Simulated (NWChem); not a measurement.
InNH$_{4}$: energy and gradient calculation (part 1 of 3)

System: InNH$_{4}$ (InH2(NH2)), SMILES [H][In]([H])[NH2].
Method: B3LYP/STO-3G, RKS (NWChem 7.3.0).

The geometry comes from this level: GFN2-xTB.

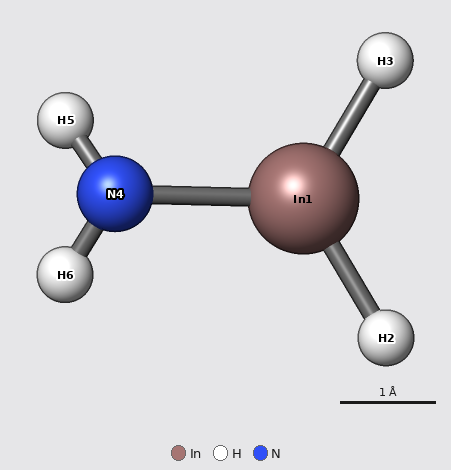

*The input geometry (ball-and-stick view, seen on its broad side; atoms are numbered from 1 in the order of the input). Sticks mark near contacts.*

Bond lengths as drawn: H–In 1.71 Å, H–N 1.01 Å and In–N 2.02 Å.

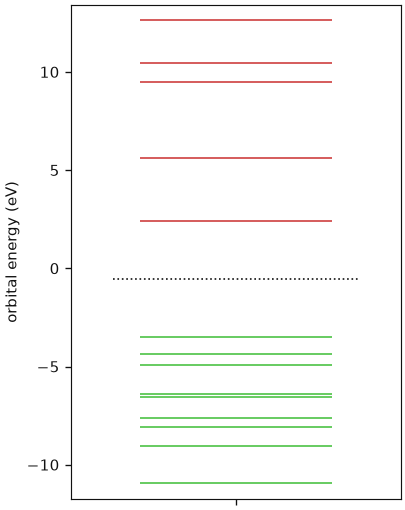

*Orbital energies near the frontier; the dotted line parts filled from empty levels, and levels within 0.02 eV of each other stand side by side.*

Highest filled −3.51 eV, lowest empty 2.42 eV, 5.93 eV apart.

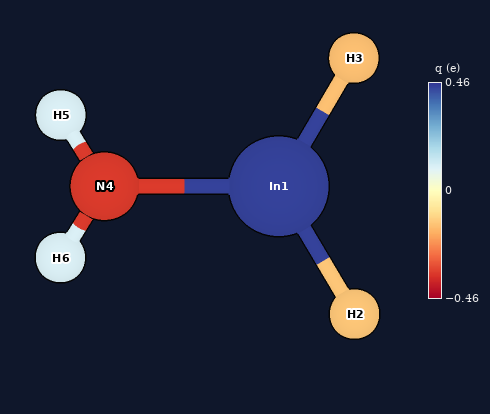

*Löwdin charges, as the colour of each atom (ball-and-stick view, seen on its broad side; atoms are numbered from 1 in the order of the input).*

By element: In +0.44, H −0.15 to +0.10 and N −0.35 e.

These pictures come from the run below.

Input file
```
START mymol
TITLE "InH2(NH2)"
memory total 2200 mb
charge 0
GEOMETRY units angstroms noautosym nocenter noautoz
   load format xyz mymol.xyz
END
BASIS spherical bse
   * library STO-3G
END
DFT
   xc b3lyp
   grid xfine
   convergence energy 1e-08
   iterations 100
   mulliken
   print medium
END
TASK dft gradient
```

File mymol.xyz
```
6
InH2(NH2)
In     0.457130     0.753190    -0.013990
H      2.130310     0.765100     0.331290
H     -0.322920     2.228340    -0.378410
N     -0.627270    -0.933080     0.227780
H     -1.497440    -0.996590    -0.289370
H     -0.139810    -1.816960     0.122700
```

Command:
```bash
nwchem mymol.nw > mymol.out
```

The program's output
```
Northwest Computational Chemistry Package (NWChem) 7.3.0
             --------------------------------------------------------

           Job information
           ---------------

    nwchem branch   = 7.3.0
    use scalapack   = T
    input           = mymol.nw
    prefix          = mymol.
    data base       = ./mymol.db
    status          = startup
    nproc           =        1

           Memory information
           ------------------

    heap     =     72089598 doubles =      550.0 Mbytes
    stack    =     72089595 doubles =      550.0 Mbytes
    global   =    144179200 doubles =     1100.0 Mbytes (distinct from heap & stack)
    total    =    288358393 doubles =     2200.0 Mbytes
    verify   = yes
    hardfail = no

           Directory information
           ---------------------

  0 permanent = .
  0 scratch   = .

                                NWChem Input Module
                                -------------------

                                     InH2(NH2)
                                     ---------

 Scaling coordinates for geometry "geometry" by  1.889725989
 (inverse scale =  0.529177249)

                             Geometry "geometry" -> ""
                             -------------------------

 Output coordinates in angstroms (scale by  1.889725989 to convert to a.u.)

  No.       Tag          Charge          X              Y              Z
 ---- ---------------- ---------- -------------- -------------- --------------
    1 In                  49.0000     0.45713000     0.75319000    -0.01399000
    2 H                    1.0000     2.13031000     0.76510000     0.33129000
    3 H                    1.0000    -0.32292000     2.22834000    -0.37841000
    4 N                    7.0000    -0.62727000    -0.93308000     0.22778000
    5 H                    1.0000    -1.49744000    -0.99659000    -0.28937000
    6 H                    1.0000    -0.13981000    -1.81696000     0.12270000

      Atomic Mass
      -----------

      In               114.904100
      H                  1.007825
      N                 14.003070

 Effective nuclear repulsion energy (a.u.)     150.5463846087

            Nuclear Dipole moment (a.u.)
            ----------------------------
        X                 Y               Z
 ---------------- ---------------- ----------------
    34.3526106505    57.7398972797     1.3136619182

            XYZ format geometry
            -------------------
     6
 geometry
 In                    0.45713000     0.75319000    -0.01399000
 H                     2.13031000     0.76510000     0.33129000
 H                    -0.32292000     2.22834000    -0.37841000
 N                    -0.62727000    -0.93308000     0.22778000
 H                    -1.49744000    -0.99659000    -0.28937000
 H                    -0.13981000    -1.81696000     0.12270000

 ==============================================================================
                                internuclear distances
 ------------------------------------------------------------------------------
       center one      |      center two      | atomic units |  angstroms
 ------------------------------------------------------------------------------
    2 H                |   1 In               |     3.22855  |     1.70848
    3 H                |   1 In               |     3.22770  |     1.70802
    4 N                |   1 In               |     3.81607  |     2.01938
    5 H                |   4 N                |     1.91663  |     1.01424
    6 H                |   4 N                |     1.91777  |     1.01484
 ------------------------------------------------------------------------------
                         number of included internuclear distances:          5
 ==============================================================================

 ==============================================================================
                                 internuclear angles
 ------------------------------------------------------------------------------
        center 1       |       center 2       |       center 3       |  degrees
 ------------------------------------------------------------------------------
    2 H                |   1 In               |   3 H                |   118.97
    2 H                |   1 In               |   4 N                |   120.50
    3 H                |   1 In               |   4 N                |   120.10
    1 In               |   4 N                |   5 H                |   116.87
    1 In               |   4 N                |   6 H                |   117.19
    5 H                |   4 N                |   6 H                |   107.74
 ------------------------------------------------------------------------------
                            number of included internuclear angles:          6
 ==============================================================================

 Summary of "ao basis" -> "" (spherical)
 ------------------------------------------------------------------------------
       Tag                 Description            Shells   Functions and Types
 ---------------- ------------------------------  ------  ---------------------
 *                           STO-3G                   on all atoms

                                 NWChem DFT Module
                                 -----------------

                                     InH2(NH2)

                      Basis "ao basis" -> "ao basis" (spherical)
                      -----
  [basis functions not shown]

 Summary of "ao basis" -> "ao basis" (spherical)
 ------------------------------------------------------------------------------
       Tag                 Description            Shells   Functions and Types
 ---------------- ------------------------------  ------  ---------------------
 In                          STO-3G                 11       27   5s4p2d
 H                           STO-3G                  1        1   1s
 N                           STO-3G                  3        5   2s1p

 Summary of "ao basis" -> "ao basis" (spherical)
 ------------------------------------------------------------------------------
       Tag                 Description            Shells   Functions and Types
 ---------------- ------------------------------  ------  ---------------------
 In                          STO-3G                 11       27   5s4p2d
 H                           STO-3G                  1        1   1s
 N                           STO-3G                  3        5   2s1p

  Caching 1-el integrals
  itol2e modified to match energy
  convergence criterion.
  tol_rho modified to match energy
  convergence criterion.

            General Information
            -------------------
          SCF calculation type: DFT
          Wavefunction type:  closed shell.
          No. of atoms     :     6
          No. of electrons :    60
           Alpha electrons :    30
            Beta electrons :    30
          Charge           :     0
          Spin multiplicity:     1
          Use of symmetry is: off; symmetry adaption is: off
          Maximum number of iterations: 100
          AO basis - number of functions:    36
                     number of shells:    18
          Convergence on energy requested:  1.00D-08
          Convergence on density requested:  1.00D-05
          Convergence on gradient requested:  5.00D-04

              XC Information
              --------------
                         B3LYP Method XC Potential
                     Hartree-Fock (Exact) Exchange  0.200
                        Slater Exchange Functional  0.800 local
                    Becke 1988 Exchange Functional  0.720 non-local
              Lee-Yang-Parr Correlation Functional  0.810
                  VWN I RPA Correlation Functional  0.190 local

             Grid Information
             ----------------
          Grid used for XC integration:  xfine
          Radial quadrature: Mura-Knowles
          Angular quadrature: Lebedev.
          Tag              B.-S. Rad. Rad. Pts. Rad. Cut. Ang. Pts.
          ---              ---------- --------- --------- ---------
          In                  1.55      205           8.0      1454
          H                   0.35      100          11.0      1202
          N                   0.65      100           9.0      1454
          Grid pruning is: on
          Number of quadrature shells:   705
          Spatial weights used:  Erf1

          Convergence Information
          -----------------------
          Convergence aids based upon iterative change in
          total energy or number of iterations.
          Levelshifting, if invoked, occurs when the
          HOMO/LUMO gap drops below (HL_TOL):  1.00D-02
          DIIS, if invoked, will attempt to extrapolate
          using up to (NFOCK): 10 stored Fock matrices.

                    Damping( 0%)  Levelshifting(0.5)       DIIS
                  --------------- ------------------- ---------------
          dE  on:    start            ASAP                start
          dE off:    2 iters        100 iters           100 iters

      Screening Tolerance Information
      -------------------------------
          Density screening/tol_rho:  1.00D-11
          AO Gaussian exp screening on grid/accAOfunc:  18
          CD Gaussian exp screening on grid/accCDfunc:  20
          XC Gaussian exp screening on grid/accXCfunc:  20
          Schwarz screening/accCoul:  1.00D-09

      Superposition of Atomic Density Guess
      -------------------------------------

 Sum of atomic energies:       -5738.26633743

      Non-variational initial energy
      ------------------------------

 Total energy =   -5738.222744
 1-e energy   =   -8253.127694
 2-e energy   =    2364.358565
 HOMO         =      -0.150722
 LUMO         =       0.221038

   Time after variat. SCF:      0.1

     ---------------------------------------------
      Total Density - Mulliken Population Analysis
     ---------------------------------------------

    Atom       Charge   Shell Charges
 -----------   ------   -------------------------------------------------------
    1 In  49    48.06   2.00  2.00  6.00  2.00  5.99  2.01  5.97  1.08  1.09 10.00  9.92
    2 H    1     1.23   1.23
    3 H    1     1.23   1.23
    4 N    7     7.96   2.00  1.67  4.30
    5 H    1     0.76   0.76
    6 H    1     0.76   0.76
   Time prior to 1st pass:      0.1

 Grid_pts file          = ./mymol.gridpts.0
 Record size in doubles =  12289        No. of grid_pts per rec  =   3070
 Max. records in memory =    369        Max. recs in file   = *********

 Grid integrated density:      60.000000820423
 Requested integration accuracy:   0.10E-07

           Memory utilization after 1st SCF pass:
           Heap Space remaining (MW):       34.00            33998662
          Stack Space remaining (MW):       72.09            72089244

   convergence    iter        energy       DeltaE   RMS-Dens  Diis-err    time
 ---------------- ----- ----------------- --------- --------- ---------  ------
 d= 0,ls=0.0,diis     1  -5741.2114960872 -5.89D+03  4.92D-02  2.94D-01     0.7
 Grid integrated density:      60.000000794796
 Requested integration accuracy:   0.10E-07
 d= 0,ls=0.0,diis     2  -5741.0781044995  1.33D-01  3.32D-02  1.17D+00     1.1
 Grid integrated density:      60.000000762928
 Requested integration accuracy:   0.10E-07
 d= 0,ls=0.0,diis     3  -5741.2730476040 -1.95D-01  4.41D-03  8.96D-03     1.5
 Grid integrated density:      60.000000805395
 Requested integration accuracy:   0.10E-07
 d= 0,ls=0.0,diis     4  -5741.2750354978 -1.99D-03  5.79D-04  2.55D-04     1.9
 d= 0,ls=0.0,diis     5  -5741.2750875843 -5.21D-05  7.55D-05  2.05D-06     2.4
 d= 0,ls=0.0,diis     6  -5741.2750880945 -5.10D-07  1.30D-05  1.08D-07     2.9
 d= 0,ls=0.0,diis     7  -5741.2750881182 -2.37D-08  3.39D-06  5.74D-09     3.3
 d= 0,ls=0.0,diis     8  -5741.2750881196 -1.43D-09  3.56D-07  9.93D-12     3.8

         Total DFT energy =    -5741.275088119643
      One electron energy =    -8245.357753653056
           Coulomb energy =     2518.581444993902
    Exchange-Corr. energy =     -165.045164069229
 Nuclear repulsion energy =      150.546384608740

 Numeric. integr. density =       59.999999553767

     Total iterative time =      3.7s

                       DFT Final Molecular Orbital Analysis
                       ------------------------------------

 Vector    1  Occ=2.000000D+00  E=-9.766071D+02
              MO Center=  4.6D-01,  7.5D-01, -1.4D-02, r^2= 3.7D-04
   Bfn.  Coefficient  Atom+Function         Bfn.  Coefficient  Atom+Function
  ----- ------------  ---------------      ----- ------------  ---------------
     1      0.995345  1 In s

 Vector    2  Occ=2.000000D+00  E=-1.417756D+02
              MO Center=  4.6D-01,  7.5D-01, -1.4D-02, r^2= 6.0D-03
   Bfn.  Coefficient  Atom+Function         Bfn.  Coefficient  Atom+Function
  ----- ------------  ---------------      ----- ------------  ---------------
     2      1.043995  1 In s                  1     -0.451764  1 In s
     6      0.098737  1 In s

 Vector    3  Occ=2.000000D+00  E=-1.346250D+02
              MO Center=  4.6D-01,  7.5D-01, -1.4D-02, r^2= 4.6D-03
   Bfn.  Coefficient  Atom+Function         Bfn.  Coefficient  Atom+Function
  ----- ------------  ---------------      ----- ------------  ---------------
     5      0.970654  1 In pz                 3     -0.190216  1 In px
     4      0.152184  1 In py

 Vector    4  Occ=2.000000D+00  E=-1.346233D+02
              MO Center=  4.6D-01,  7.5D-01, -1.4D-02, r^2= 4.6D-03
   Bfn.  Coefficient  Atom+Function         Bfn.  Coefficient  Atom+Function
  ----- ------------  ---------------      ----- ------------  ---------------
     4      0.847881  1 In py                 3      0.530842  1 In px
     5     -0.028908  1 In pz

 Vector    5  Occ=2.000000D+00  E=-1.346230D+02
              MO Center=  4.6D-01,  7.5D-01, -1.4D-02, r^2= 4.6D-03
   Bfn.  Coefficient  Atom+Function         Bfn.  Coefficient  Atom+Function
  ----- ------------  ---------------      ----- ------------  ---------------
     3      0.826774  1 In px                 4     -0.509381  1 In py
     5      0.241883  1 In pz

 Vector    6  Occ=2.000000D+00  E=-2.575397D+01
              MO Center=  4.6D-01,  7.5D-01, -1.4D-02, r^2= 4.1D-02
   Bfn.  Coefficient  Atom+Function         Bfn.  Coefficient  Atom+Function
  ----- ------------  ---------------      ----- ------------  ---------------
     6      1.114706  1 In s                  2     -0.700422  1 In s
     1      0.241695  1 In s                 10      0.090063  1 In s

 Vector    7  Occ=2.000000D+00  E=-2.310998D+01
              MO Center=  4.6D-01,  7.5D-01, -1.4D-02, r^2= 3.9D-02
   Bfn.  Coefficient  Atom+Function         Bfn.  Coefficient  Atom+Function
  ----- ------------  ---------------      ----- ------------  ---------------
     9      1.085063  1 In pz                 5     -0.526294  1 In pz
     7     -0.204382  1 In px                 8      0.183530  1 In py
     3      0.099133  1 In px                 4     -0.089018  1 In py
    13      0.057451  1 In pz
```
